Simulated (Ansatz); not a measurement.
# Ta2CF2 monolayer: phonons and vibrational spectra, part 2 of 2

Aim: the vibrations of Ta2CF2 monolayer, their spectra, and whether the structure is stable.

Ansatz 0.2.0; DFT PBEsol, scalar-relativistic, plane waves, PAW.

So far. Step 4 (Relaxing to small forces for the phonons): The largest force component left is 0.0032 meV/Å, within the tolerances set.

## Step 5: Zone-centre response

The zone centre comes first: it holds the modes that light can see, as far as symmetry allows. No field response is asked, since the mesh shows no gap.

File input.yaml:

```yaml
crystal:
  lattice:
    - [3.1663041994, 0.0, 0.0]
    - [-1.5831520997, 2.7420998728, 0.0]
    - [0.0, 0.0, 33.2]
  atoms:
    - { symbol: C, position: [0.0, 0.0, 0.3012048193] }
    - { symbol: Ta, position: [0.3333333333, 0.6666666667, 0.3340003458] }
    - { symbol: Ta, position: [0.6666666667, 0.3333333333, 0.2684092927] }
    - { symbol: F, position: [0.6666666667, 0.3333333333, 0.3757248738] }
    - { symbol: F, position: [0.3333333333, 0.6666666667, 0.2266847648] }
  periodic: [true, true, false]
kpoints:
  mp_grid: { grid: [18, 18, 1] }
hamiltonian:
  xc: pbesol
scf:
  occupations: { method: methfessel_paxton, width: 0.15 }
output:
  eigenvalues: true
phonons:
  method: dfpt
```

The run is started by

```bash
$ ansatz run input.yaml --threads 8 --pin off --max-ram 14336MiB --backend cpu --events-out ev --progress --plain --runs-dir out
```

Numbers of over 12 decimals in the logs are rounded to 6 here.

Output:

```text
Warning: crystal.symmetry: narrowed to the stabiliser of the run's FFT grids — unitary ops 12 → 6. A phonons.method: dfpt run fills in the rows of the dynamical matrix that it does not solve by its symmetry operations, which is exact only for operations that map its FFT grids onto themselves: filled in by any other, the frequencies could depend on the order in which like atoms are typed, or, by more than the grids' own error, on where the crystal sits among the grids' points. Excluded: 6 operations. The run can therefore solve more perturbations, solve them on more k-points, or both, and cost more. [rest of the remark cut]
[...]
Crystal: 5 atoms, lattice volume = 288.253 Å³
Basis set: ecut = 420 eV, 5583 PW (Γ), exchange–correlation on 48×48×450 points (8 copies of the dense FFT grid, shifted against one another)
Bands: 27, of which v1, the nominal top of the filled ones, is band 22 counted from 1 (21 counted from 0)
Symmetry: 12 space group operations
k-points: 91 of 324 (irreducible under 2 space group operations, time reversal used)
[...]
SCF iter   1: F=—  HF=-21463.059325 eV  |F-HF|=—  |Δ(HF+E_count)|=         —  Δρ=7.91e-3  dr2=2.55e-1  ethr=1.77e-3  ⟨swp⟩=10.7  Hψ=18186  notcnv=0
[...]
SCF iter  10: F=-21462.998363 eV  HF=-21462.998363 eV  |F-HF|=1.67e-10  |Δ(HF+E_count)|=  5.75e-10  S|Δr|=    0.00e0  Δρ=5.21e-8  dr2=7.15e-12  ethr=1.00e-12  ⟨swp⟩=20.7  Hψ=23575  notcnv=0
SCF 1 converged in 10 iterations: F = -21462.998363 eV  dr2 = 7.15e-12
[...]
DFPT response loops at Γ: preconditioner auto → none (partly filled bands, converged f_vac=0.777); β = 0.50; Broyden in place of MSR1
SCF converged after 10 iterations
[...]
Free energy (F): -21462.998363 eV
[...]
Internal energy: -21462.998611 eV  (E = F + TS)
E sigma→0 (E₀):  -21462.998425 eV
Entropy (-TS):   0.000248 eV (0.050 meV/atom)
Fermi energy:    -3.699390 eV
[...]
--- Band table (eV; the first three rows and the last of 91) ---
  k-point 0: bands = [... 18 lower, -8.9191, -8.9191, -5.4952, -5.4952, -4.3458, -3.1743, -2.3622, -2.3622, ... 1 higher]
  k-point 1: bands = [... 18 lower, -9.0256, -8.9358, -5.6126, -5.4201, -4.3279, -3.0108, -2.4916, -2.3657, ... 1 higher]
  k-point 2: bands = [... 18 lower, -9.2802, -8.9739, -5.9027, -5.2011, -4.2816, -2.8358, -2.5240, -2.4366, ... 1 higher]
  k-point 90: bands = [... 18 lower, -9.6889, -8.9515, -5.9073, -5.1129, -2.3016, -2.0961, -1.7019, -0.7732, ... 1 higher]
--- Phonons (Γ-DFPT): 10 representative perturbations + reference, on 91 of 324 k-points (Σ response iterations 46) ---
  ASR residual: 4.972e-5 → 0.000e0 eV/Å²; symmetrization residual: 1.019e-5 eV/Å²
  The last average, over the group as it would stand without the narrowing to the FFT grids, took up to 3.988e-6 eV/Å² of the zone centre's force constants
  ASR residual per site (eV/Å²): 1.87e-6 4.97e-5 4.14e-5 2.03e-5 1.89e-5
  Γ frequencies (cm⁻¹): 0.00 0.00 0.00 155.93 155.93 182.18 182.18 206.37 206.37 208.73 390.45 423.42 585.24 792.25 792.25
  non-analytic LO–TO correction: not included (Born effective charges unavailable; polar crystals: no LO–TO splitting at Γ)
```

The job ended after 2.1 min (8 threads of Arm Neoverse V2, shared host; peak memory 2.5 GiB).

Numbers from this step:

```
sum-rule residual before enforcement                    : 4.97e-5 eV/Å²
point group                                             : -3m
highest optical mode at the zone centre (no LO-TO term) : 792.2 cm⁻¹
lowest optical zone-centre mode                         : 155.9 cm⁻¹
```

Patterns of degenerate modes are one choice out of their space. Modes at Γ, with each element's share of the kinetic energy:

| mode | frequency (cm⁻¹) | symmetry | C % | Ta % | F % |
| --- | --- | --- | --- | --- | --- |
| 1 | 0.0 | acoustic | 3 | 88 | 9 |
| 2 | 0.0 | acoustic | 3 | 88 | 9 |
| 3 | 0.0 | acoustic | 3 | 88 | 9 |
| 4 | 155.9 | Eg | 0 | 87 | 13 |
| 5 | 155.9 | Eg | 0 | 87 | 13 |
| 6 | 182.2 | Eu | 0 | 9 | 91 |
| 7 | 182.2 | Eu | 0 | 9 | 91 |
| 8 | 206.4 | Eg | 0 | 13 | 87 |
| 9 | 206.4 | Eg | 0 | 13 | 87 |
| 10 | 208.7 | A1g | 0 | 80 | 20 |
| 11 | 390.4 | A2u | 0 | 10 | 90 |
| 12 | 423.4 | A1g | 0 | 20 | 80 |
| 13 | 585.2 | A2u | 97 | 2 | 1 |
| 14 | 792.2 | Eu | 97 | 3 | 0 |
| 15 | 792.2 | Eu | 97 | 3 | 0 |

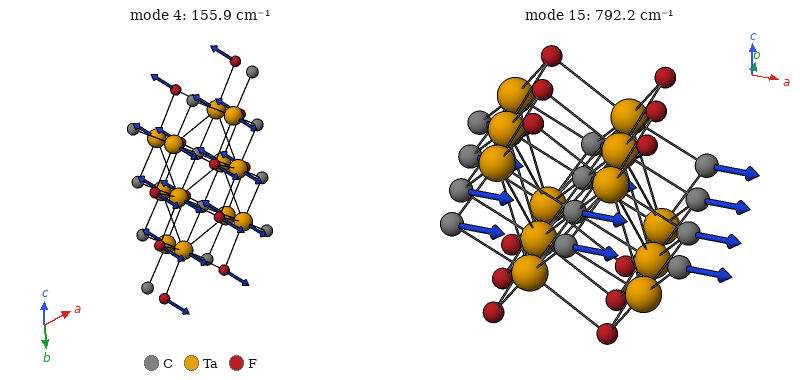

Displacement patterns of modes 4 and 15 at Γ; arrows are exaggerated. 2×3×1 cells are drawn. Some periodic images of atoms are drawn too.

Before it was imposed, the acoustic sum rule was missed by 5.0e-5 eV/Å². Small misses are needed for a sound result but don't prove that mesh and cutoff are converged. The lowest optical mode is real, 156 cm⁻¹.

## Step 6: Phonons on a q mesh

Stability and thermal properties need the whole zone. Linear response on a 4×4×1 q mesh gives force constants as far as a supercell of that size would.

Edit input.yaml of step 5 so:

```diff
@@ -13,3 +13,3 @@
 kpoints:
-  mp_grid: { grid: [18, 18, 1] }
+  mp_grid: { grid: [20, 20, 1] }
 hamiltonian:
@@ -22 +22,10 @@
   method: dfpt
+  qmesh: [4, 4, 1]
+  temperatures: { t_max: 1000, t_step: 50 }
+  qpath:
+    path:
+      - [0.0, 0.0, 0.0]
+      - [0.5, 0.0, 0.0]
+      - [0.33333333, 0.33333333, 0.0]
+      - [0.0, 0.0, 0.0]
+    npoints: 10
```

Output:

```text
[...]
Crystal: 5 atoms, lattice volume = 288.253 Å³
Basis set: ecut = 420 eV, 5583 PW (Γ), exchange–correlation on 48×48×450 points (8 copies of the dense FFT grid, shifted against one another)
Bands: 27, of which v1, the nominal top of the filled ones, is band 22 counted from 1 (21 counted from 0)
Symmetry: 12 space group operations
k-points: 44 of 400 (irreducible under 6 space group operations, time reversal used)
[...]
SCF iter   1: F=—  HF=-21463.063256 eV  |F-HF|=—  |Δ(HF+E_count)|=         —  Δρ=7.91e-3  dr2=2.54e-1  ethr=1.77e-3  ⟨swp⟩=10.7  Hψ=8840  notcnv=0
[...]
SCF iter  10: F=-21463.002573 eV  HF=-21463.002573 eV  |F-HF|=1.60e-10  |Δ(HF+E_count)|=  1.93e-10  S|Δr|=    0.00e0  Δρ=4.14e-8  dr2=4.79e-12  ethr=1.00e-12  ⟨swp⟩=17.1  Hψ=12015  notcnv=0
SCF 1 converged in 10 iterations: F = -21463.002573 eV  dr2 = 4.79e-12
[...]
phonons: the bands overlap, so this run is a metal and interpolates without the dipole-dipole term. If the crystal is really an insulator or semiconductor, its LO-TO splitting is missing
NSCF: frozen V_eff on 44 k-points
WARN: eigensolver did not converge (k=6): 1 band(s) unlocked after 2 eigensolves, warm-restarted (20 sweeps on the last) at ethr=1.41e-12 eV (storage-precision floor; scheduled 1.00e-12 eV) (lowest unlocked band 26, counted from 0; max residual 9.79e-6 eV among the unlocked bands, 9.79e-6 eV over every band; other slots of this pass that fall short are told together in one closing line; warning suppressed until the next SCF loop or pass starts)
WARN: eigensolver did not converge in 6 slots of this pass, the one above among them; of largest residual over every band (k=27): 1 band(s) unlocked (lowest unlocked band 26, counted from 0; max residual 6.14e-5 eV among the unlocked bands, 6.14e-5 eV over every band); of lowest unlocked band (k=6): band 26
[...]
DFPT response loops at q = (0, 0, 0) (fractional): preconditioner auto → none (partly filled bands, converged f_vac=0.777); β = 0.50; Broyden in place of MSR1
[...]
SCF converged after 10 iterations
[...]
Free energy (F): -21463.002573 eV
[...]
Internal energy: -21463.003816 eV  (E = F + TS)
E sigma→0 (E₀):  -21463.002884 eV
Entropy (-TS):   0.001243 eV (0.249 meV/atom)
Fermi energy:    -3.685776 eV
[...]
--- Band table (eV; the first three rows and the last of 44) ---
  k-point 0: bands = [... 18 lower, -8.9212, -8.9212, -5.4995, -5.4995, -4.3495, -3.1771, -2.3662, -2.3662, ... 1 higher]
  k-point 1: bands = [... 18 lower, -9.0084, -8.9350, -5.5956, -5.4386, -4.3349, -3.0421, -2.4746, -2.3697, ... 1 higher]
  k-point 2: bands = [... 18 lower, -9.2264, -8.9679, -5.8398, -5.2601, -4.2959, -2.8260, -2.5705, -2.4425, ... 1 higher]
  k-point 43: bands = [... 18 lower, -9.8955, -8.8504, -5.1004, -4.4607, -4.0488, -1.7234, -1.6397, -1.4163, ... 1 higher]
--- Phonons (Γ-DFPT): 10 representative perturbations + reference (Σ response iterations 46) ---
  ASR residual: 5.097e-5 → 0.000e0 eV/Å²; symmetrization residual: 5.414e-6 eV/Å²
[...]
ASR residual per site (eV/Å²): 1.67e-5 5.10e-5 4.21e-5 1.99e-5 1.95e-5
[...]
--- Phonons (arbitrary-q DFPT): 4 irreducible q on the 4×4×1 mesh ---
  q = [0.0000, 0.0000, 0.0000] (star 1, of the zone-centre solve; hermiticity 3.47e-7, symmetrization 2.47e-14, taken by the last average 1.44e-7): -0.00 -0.00 0.00 153.41 153.41 181.37 181.37 200.62 200.62 207.83 390.94 423.44 585.74 791.33 791.33
  q = [0.0000, 0.2500, 0.0000] (star 6, 15 solved perturbations on 210 of 400 k-point pairs; hermiticity 3.82e-7, symmetrization 4.03e-11, taken by the last average 1.67e-7): 38.30 65.85 89.94 127.75 140.86 180.64 195.85 197.62 199.50 216.30 353.14 361.86 603.30 784.48 790.71
[...]
q = [0.2500, 0.2500, 0.0000] (star 6, 10 solved perturbations in 3050 linear systems a pass and spin channel, the states on 400 of 400 k-point pairs; hermiticity 4.73e-7, symmetrization 3.71e-11, taken by the last average 1.67e-7): -73.61 73.77 125.84 137.26 149.95 181.35 184.20 201.66 202.35 212.42 331.92 334.91 622.87 773.77 786.92
  sum rule: each row above includes the acoustic sum rule's correction from the zone centre's row sums; it moved no ω² by more than (0.62 cm⁻¹)²
  mesh force constants: q→R imaginary residual 6.51e-18; ASR residual 5.097e-5 → 0.000e0 eV/Å²; symmetrization residual 2.842e-14 eV/Å²
  interpolated dispersion: 31 rows × 15 modes
  density of states and harmonic sums: on the 24×24×1 q-mesh, interpolated from the force constants of a 4×4×1 supercell (no non-analytic term)
  largest difference from the sums on the solved wave vectors: F 4.79e-2 eV, S 5.48e-5 and C_V 9.30e-6 eV/K
  zero-point energy: 0.268119 eV/cell   skipped modes (ω ≤ 0): 42, of them read as no rigid motion or as one in doubt: 39 (6.649e-1 modes/cell left out, lowest -82.04 cm⁻¹)   left out of the sums: 4.47e-2 of the cell's modes: C_V's classical limit lies that fraction below 3 k_B per atom; for a crystal, a wire or a layer, F and S can be off by more, and a phonons.interpolated_qmesh denser along its periods is the remedy for the sampling
```

It took 19 min on 8 threads; peak memory 5.9 GiB; 2.5 h of CPU time.

Numbers from this step:

- sum-rule residual before enforcement: 5.10e-5 eV/Å²
- lowest frequency on the path: -82.04 cm⁻¹
- highest frequency on the path or at a solved wavevector: 791.8 cm⁻¹
- highest optical mode at the zone centre (no LO-TO term): 791.3 cm⁻¹
- lowest optical zone-centre mode: 153.4 cm⁻¹
- lowest mode on the q mesh (acoustic modes at Γ apart): -82.04 cm⁻¹

Frequencies (cm⁻¹) solved at each irreducible wavevector; negative means imaginary. Frequencies by wavevector, by row:

| q in reciprocal lattice units | star | mode 1 | mode 2 | mode 3 | mode 4 | mode 13 | mode 14 | mode 15 |
| --- | --- | --- | --- | --- | --- | --- | --- | --- |
| 0 0 0 | 1 | 0 | 0 | 0 | 153.4 | 585.7 | 791.3 | 791.3 |
| 0 0.25 0 | 6 | 38.3 | 65.8 | 89.9 | 127.8 | 603.3 | 784.5 | 790.7 |
| 0 -0.5 0 | 3 | -82 | 81.7 | 136.3 | 142.1 | 624.8 | 770.5 | 786.7 |
| 0.25 0.25 0 | 6 | -73.6 | 73.8 | 125.8 | 137.3 | 622.9 | 773.8 | 786.9 |

Interpolated from a 4×4×1 q mesh. Phonon branches along the path, in cm⁻¹:

| point | branch 1 | branch 2 | branch 3 | branch 4 | branch 12 | branch 13 | branch 14 | branch 15 |
| --- | --- | --- | --- | --- | --- | --- | --- | --- |
| Γ | 0 | 0 | 0 | 153 | 423 | 586 | 791 | 791 |
| M | -82 | 82 | 136 | 142 | 346 | 625 | 770 | 787 |
| K | -19 | 84 | 84 | 154 | 331 | 628 | 778 | 778 |
| Γ | 0 | 0 | 0 | 153 | 423 | 586 | 791 | 791 |

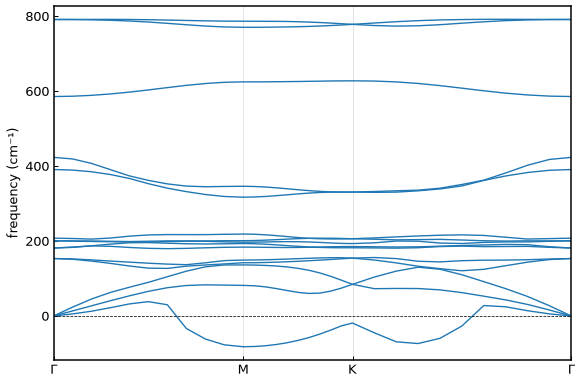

Phonon branches along the path.

The phonon density of states has structure finer than the step of the table below, so its rows give means over 50 cm⁻¹, whole bins alone (the curve runs from -85 to 795 cm⁻¹). Peaks (cm⁻¹: height): -65.0: 0.0218, 75.0: 0.0473, 145.0: 0.0926, 195.0: 0.151, 335.0: 0.0600, 625.0: 0.0428, 785.0: 0.0931.

Tetrahedra on a 24×24×1 mesh, mean over bins of 10 cm-1. Interpolated from a 4×4×1 q mesh. The phonon density of states by wavenumber; means over each step:

| wavenumber (cm⁻¹) | phonon density of states (1/cm⁻¹/cell) |
| --- | --- |
| -50 | 0.0106 |
| 0 | 0.00537 |
| 50 | 0.0183 |
| 100 | 0.0195 |
| 150 | 0.0446 |
| 200 | 0.0997 |
| 250 | 0 |
| 300 | 0.00380 |
| 350 | 0.0315 |
| 400 | 0.00465 |
| 450 | 6.0e-5 |
| 500 | 0 |
| 550 | 0 |
| 600 | 0.0157 |
| 650 | 0.00428 |
| 700 | 0 |
| 750 | 0.00661 |

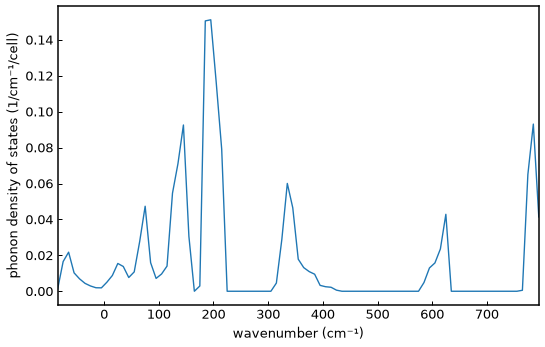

Phonon density of states, plotted against wavenumber.

The partial phonon density of states has structure finer than the step of the table below, so its rows give means over 100 cm⁻¹, whole bins alone (the curve runs from -90.9 to 826 cm⁻¹). Peaks (cm⁻¹: height): C 623.8: 0.0294, 785.2: 0.0766; F 197.3: 0.117, 335.6: 0.0476; Ta -67.8: 0.0168, 70.5: 0.033, 139.7: 0.0737, 185.8: 0.0293.

Phonopy on the run's constants, 21x21x1 mesh, Gaussian sigma 6.5 cm-1. Interpolated from a 4×4×1 q mesh. Table of partial phonon density of states by wavenumber; means over each step; values in 1/cm⁻¹/cell:

| wavenumber (cm⁻¹) | C | F | Ta |
| --- | --- | --- | --- |
| 0 | 3.6e-4 | 6.7e-4 | 0.00604 |
| 100 | 6.1e-4 | 0.00213 | 0.0306 |
| 200 | 9.1e-5 | 0.0387 | 0.0159 |
| 300 | 6.3e-6 | 0.0121 | 0.00120 |
| 400 | 4.0e-6 | 0.00587 | 8.6e-4 |
| 500 | 0 | 0 | 0 |
| 600 | 0.00926 | 1.3e-4 | 6.1e-4 |
| 700 | 3.8e-6 | 0 | 1.3e-7 |

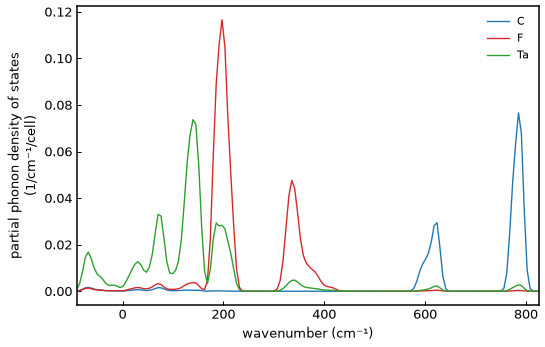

Partial phonon density of states against wavenumber.

Symmetry leaves 4 wavevectors to solve. The lowest mode among them, the acoustic zeros apart, lies at q = (0, -0.5, 0) and is imaginary, 82.0i cm⁻¹, so the energy falls along it.

## Step 7: Isotope substitution

An isotope changes the mass and not the force constants, so no new electronic calculation is needed; the shifts show which modes move this element.

The same force constants with the mass of C changed from 12.011 to 13.003 u (phonopy, no LO-TO term). Both lists are sorted by frequency; levels can cross, so a row need not hold one and the same mode. Modes under 3 cm⁻¹ are left out. Isotope shifts, by row, the first 40 of 57 rows:

| q | rank | natural mass (cm⁻¹) | changed mass (cm⁻¹) |
| --- | --- | --- | --- |
| 0 0 0 | 4 | 153.4 | 153.4 |
| 0 0 0 | 5 | 153.4 | 153.4 |
| 0 0 0 | 6 | 181.4 | 181.4 |
| 0 0 0 | 7 | 181.4 | 181.4 |
| 0 0 0 | 8 | 200.6 | 200.6 |
| 0 0 0 | 9 | 200.6 | 200.6 |
| 0 0 0 | 10 | 207.8 | 207.8 |
| 0 0 0 | 11 | 390.9 | 390.9 |
| 0 0 0 | 12 | 423.4 | 423.4 |
| 0 0 0 | 13 | 585.7 | 563.7 |
| 0 0 0 | 14 | 791.3 | 761.5 |
| 0 0 0 | 15 | 791.3 | 761.5 |
| 0 0.25 0 | 1 | 38.3 | 38.21 |
| 0 0.25 0 | 2 | 65.85 | 65.76 |
| 0 0.25 0 | 3 | 89.94 | 89.82 |
| 0 0.25 0 | 4 | 127.8 | 127.7 |
| 0 0.25 0 | 5 | 140.9 | 140.9 |
| 0 0.25 0 | 6 | 180.6 | 180.6 |
| 0 0.25 0 | 7 | 195.8 | 195.8 |
| 0 0.25 0 | 8 | 197.6 | 197.6 |
| 0 0.25 0 | 9 | 199.5 | 199.5 |
| 0 0.25 0 | 10 | 216.3 | 216.3 |
| 0 0.25 0 | 11 | 353.1 | 353.1 |
| 0 0.25 0 | 12 | 361.9 | 361.9 |
| 0 0.25 0 | 13 | 603.3 | 581.3 |
| 0 0.25 0 | 14 | 784.5 | 755.2 |
| 0 0.25 0 | 15 | 790.7 | 761 |
| 0 -0.5 0 | 1 | -82.04 | -81.73 |
| 0 -0.5 0 | 2 | 81.74 | 81.61 |
| 0 -0.5 0 | 3 | 136.3 | 136.3 |
| 0 -0.5 0 | 4 | 142.1 | 142.1 |
| 0 -0.5 0 | 5 | 149.2 | 149.1 |
| 0 -0.5 0 | 6 | 183.8 | 183.8 |
| 0 -0.5 0 | 7 | 193.4 | 193.4 |
| 0 -0.5 0 | 8 | 196.9 | 196.9 |
| 0 -0.5 0 | 9 | 201 | 201 |
| 0 -0.5 0 | 10 | 218.7 | 218.7 |
| 0 -0.5 0 | 11 | 317.1 | 317.1 |
| 0 -0.5 0 | 12 | 346.2 | 346.2 |
| 0 -0.5 0 | 13 | 624.8 | 602.5 |

A mode of this element alone would shift by -3.89 %. The highest zone-centre frequency without the field goes from 791.3 to 761.5 cm⁻¹ (-3.8 %). The product of the frequency ratios over all optical modes at Γ is 0.891; the product rule, (m/m′)^(3k/2) (M′/M)^(3/2) with k = 1 such atoms and M the mass of the cell, gives 0.891.

## Step 8: Results

```json
{
 "space group after relaxation (within 0.01 Å)": "P-3m1",
 "area per atom": "1.74 Å²",
 "electronic character": "no gap on this mesh",
 "highest optical mode at the zone centre (no LO-TO term)": "792 cm⁻¹",
 "lowest optical zone-centre mode": "156 cm⁻¹",
 "lowest mode on the q mesh (acoustic modes at Γ apart)": "-82.0 cm⁻¹",
 "highest frequency on the path or at a solved wavevector": "792 cm⁻¹",
 "imaginary modes on the 4×4×1 q mesh": "yes"
}
```

Modes are clearly imaginary (beyond 10i cm⁻¹) at 2 of the 4 irreducible wavevectors, most at q = (0, -0.5, 0) (82.0i cm⁻¹), so this structure is not a minimum of the energy. The optical modes at Γ span 156 to 792 cm⁻¹. The highest mode in this list at Γ, 792.2 cm⁻¹, is mostly motion of C (97 % of the kinetic energy). With no gap, or one that is small against the smearing, the frequencies hang on the k mesh and the smearing, most of all near Kohn anomalies. In a sheet or slab the interpolated bending branch near Γ is rough, since the rotational sum rule isn't imposed. Spin-orbit coupling is left out, which can matter for the heavy elements here. A phonon run warned that its eigensolver left some bands unconverged in a pass. The starting cell was built on a prototype and not taken from a measurement. These are harmonic frequencies at zero temperature: anharmonic shifts, linewidths and thermal expansion are left out.

[Logs are printed without paths, hosts, clocks, repeated set-up lines and the standing remarks that a program may print on its own settings, such as how far it seeks lower states.]

[Hosts, paths, dates, database ids (printed as entryN), source tags and the programs' standing remarks are cut or masked in the printed files.]
